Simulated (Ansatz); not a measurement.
# How methods differ on SiHCl (SMILES [SiH]Cl)

SiHCl has 3 atoms, charge 0, and is taken as a singlet. SMILES: `[SiH]Cl`. The shape was relaxed beforehand at r2SCAN/def2-SVP.

```xyz
3

Si   -0.5521    0.5718   -0.2359
Cl    1.2896    0.3590    0.7447
H    -0.7375   -0.9307   -0.5088
```

Quantity: the adiabatic ionisation energy (to the doublet cation, shapes relaxed at r2SCAN/def2-SVP, no zero-point term), in eV. The values are calculated.

| level | kind | program | value (eV) | less CCSD(T)/def2-TZVPP |
| --- | --- | --- | --- | --- |
| HF/def2-TZVPP | Hartree–Fock | Ansatz | 8.11 | -0.98 |
| BLYP/def2-TZVPP | GGA | Ansatz | 8.90 | -0.19 |
| r2SCAN/def2-TZVPP | meta-GGA | Ansatz | 8.87 | -0.22 |
| B3LYP/def2-TZVPP | global hybrid | Ansatz | 9.09 | 0.00 |
| PBE0-D4/def2-TZVPP | global hybrid | Ansatz | 8.99 | -0.10 |
| CAM-B3LYP/def2-TZVPP | range-separated hybrid | Ansatz | 9.09 | 0.00 |
| B2PLYP/def2-TZVPP | double hybrid | Ansatz | 8.99 | -0.10 |
| RPA@PBE/def2-TZVPP | RPA | Ansatz | 9.32 | +0.23 |
| CCSD(T)/def2-TZVPP | coupled cluster or CI | Ansatz | 9.09 | 0.00 |

Differences are taken from CCSD(T)/def2-TZVPP for orientation; it has basis-set and higher-order errors of its own. The values span 8.11 to 9.32 eV.

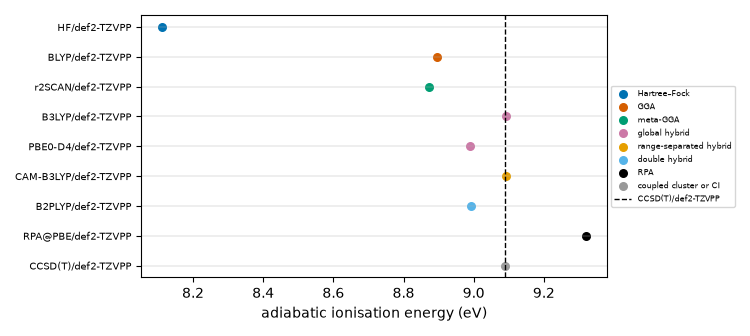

The values of the table, level by level.
